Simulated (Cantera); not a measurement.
A closed system holds: 1 mol SiCl₄, a varied amount of Cl₂, 2.2 mol H₂, equilibrated at 1175 K and 1800 Torr.

Cantera equilibrium calculation (NASA polynomials, part measured and part estimated; ideal gas, pure solids and liquids). Candidate condensed phases: Si; 19 gas species. The tables' values for SiCl₃ are old estimates; treat these amounts as uncertain. The numbers say what is thermodynamically allowed, not how fast it happens.

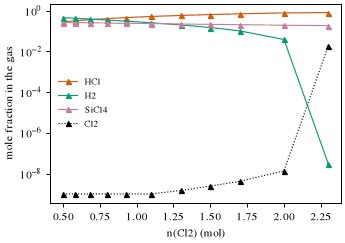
*Equilibrium gas composition (values under 1e-9 drawn at 1e-9)*

From 0.5 mol Cl₂ to 2.3 mol Cl₂ nothing is condensed. The main Si-bearing gas is SiCl₄ throughout.
